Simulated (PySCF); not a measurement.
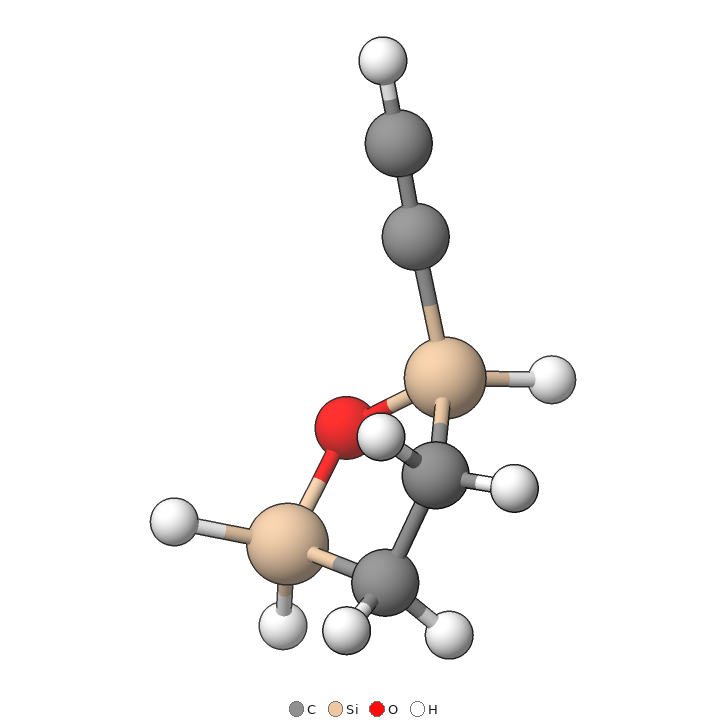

Computed geometry: PBE0-D3(BJ)/def2-SVP optimisation. No frequency run is at hand to confirm it as a minimum. Program: PySCF 2.14.0.

Tabulate dipole (D), HOMO energy (eV) at these levels: BHandHLYP/aug-pcX-1 (pcseg-1 on H) (def2-SVPD on Si); CAM-B3LYP/def2-SVPD; CAM-B3LYP/def2-SVPD in acetonitrile (IEF-PCM); PBE0/pcSseg-1; PBE0/pcSseg-1 in acetonitrile (IEF-PCM); PBE0/pcSseg-1 in methanol (IEF-PCM); WP04/pcSseg-1.

```json
{"level": "BHandHLYP/aug-pcX-1 (pcseg-1 on H) (def2-SVPD on Si)", "dipole (D)": "1.77", "HOMO energy (eV)": "−9.10"}
{"level": "CAM-B3LYP/def2-SVPD", "dipole (D)": "1.82", "HOMO energy (eV)": "−9.33"}
{"level": "CAM-B3LYP/def2-SVPD in acetonitrile (IEF-PCM)", "dipole (D)": "2.52", "HOMO energy (eV)": "−9.28"}
{"level": "PBE0/pcSseg-1", "dipole (D)": "1.89", "HOMO energy (eV)": "−8.00"}
{"level": "PBE0/pcSseg-1 in acetonitrile (IEF-PCM)", "dipole (D)": "2.48", "HOMO energy (eV)": "−7.99"}
{"level": "PBE0/pcSseg-1 in methanol (IEF-PCM)", "dipole (D)": "2.48", "HOMO energy (eV)": "−7.99"}
{"level": "WP04/pcSseg-1", "dipole (D)": "1.86", "HOMO energy (eV)": "−9.08"}
```
